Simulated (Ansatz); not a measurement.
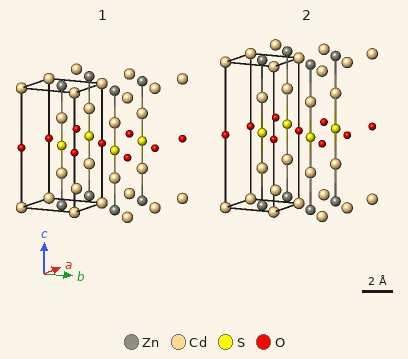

Two geometries of a crystal of ZnCd₃SO (a generated structure, set up in P4/mmm) (coarse preliminary run), drawn at one scale. One is the start of a relaxation, the other its converged end. A ball-and-stick model of the cell of the calculation, repeated 2 × 2 × 1 with one cell outlined, seen from a free direction.

The calculation used DFT PBE, scalar-relativistic, plane waves, PAW in Ansatz 0.2.0. Settings: plane-wave cutoff 420 eV; k-point mesh 4 × 4 × 2; occupations gaussian; smearing width 0.1 eV; collinear spin; cell and atoms relaxed; force threshold 0.04 eV/Å; at most 70 steps.

> Which geometry has the lower energy?

Structure 2 is the relaxed one. Over 9 accepted moves (12 points after the start) the energy falls by 5.051 eV per cell of the calculation. The largest force component goes from 8.3 to 0.0003 eV/Å. The pressure goes from 23.66 to 0.01 GPa. The line search rejected the trial step at point 6 of the run. At 2 points the geometry stayed and the basis and grid were re-selected for the new cell (energy shift of 0.107 eV per cell of the calculation at most each time). The largest moves relative to the cell, 0.12 Å, are those of Cd atoms. O and S and Zn stay in place. The volume changes by +1.1 %, with a = b 4.069 → 3.710 Å (−8.8 %), c 8.278 → 10.070 Å (+21.7 %). Among the contacts that change: Cd–S 1.912 → 2.447 Å, Cd–Zn 2.227 → 2.588 Å, Cd–Zn 2.877 → 2.623 Å. The space group stays P4/mmm (No. 123).

Limits of the set-up: the k-point mesh is coarse for a cell with partly filled bands; layers or molecules are held without a dispersion correction, so their spacing is unreliable.
